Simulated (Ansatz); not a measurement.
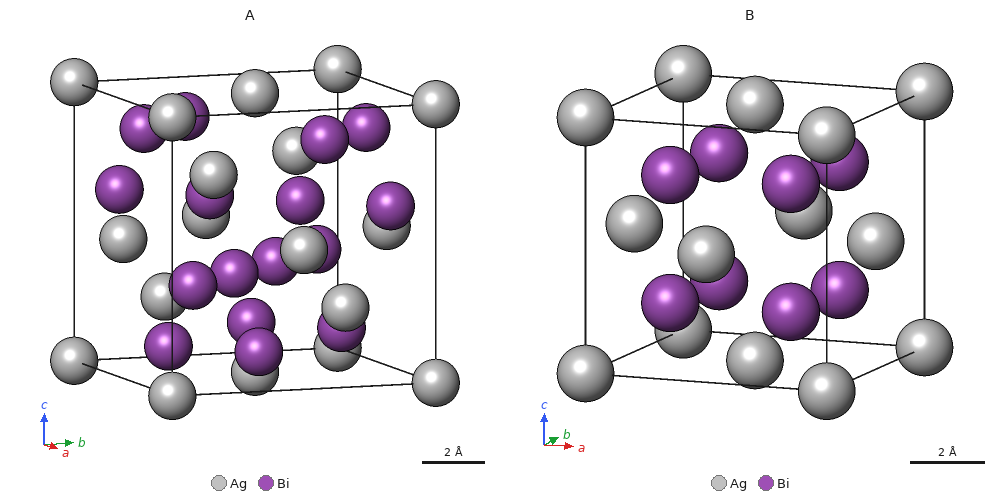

Two structures of AgBi2, each relaxed to rest (conventional cells in solid outline, small ones repeated, not to one scale). Method: DFT PBE, scalar-relativistic, plane waves, PAW in Ansatz 0.2.0, without spin polarisation.

> Describe A and B.

A: cubic Laves phase (C15, MgCu₂ type), Fd-3m. B: fluorite (CaF₂ type), Fm-3m.

> Which has the lower energy, and by how much?

B is lower, by 408 meV/atom at this level of theory (energies at zero smearing). Volumes: A 32.0, B 29.7 Å³/atom.

One or both may be structure types tried for this composition rather than known phases.
